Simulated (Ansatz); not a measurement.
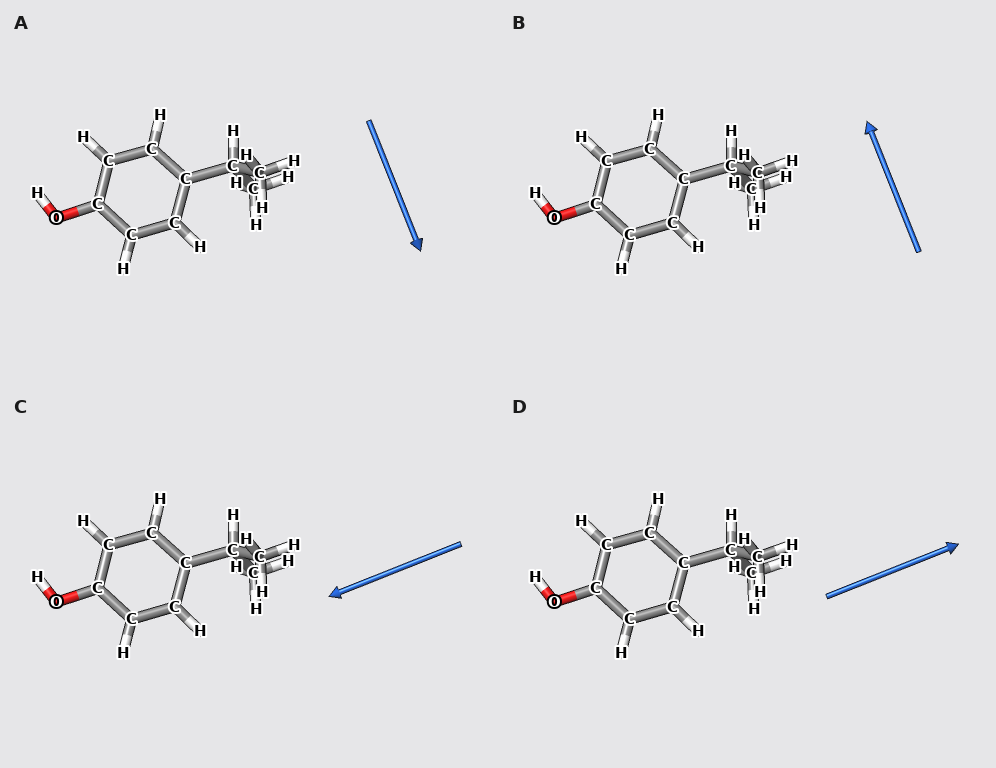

The same molecule four times, each with an arrow. The computed structure is the end point of a PBE-D4/def2-SVP optimisation. No frequency run is at hand to confirm it as a minimum. Method: RKS PBE-D4/def2-SVP (Ansatz 0.2.0).

Which arrow points along the dipole moment, from the negative to the positive end?

Answer. B. The dipole moment is 1.29 D.
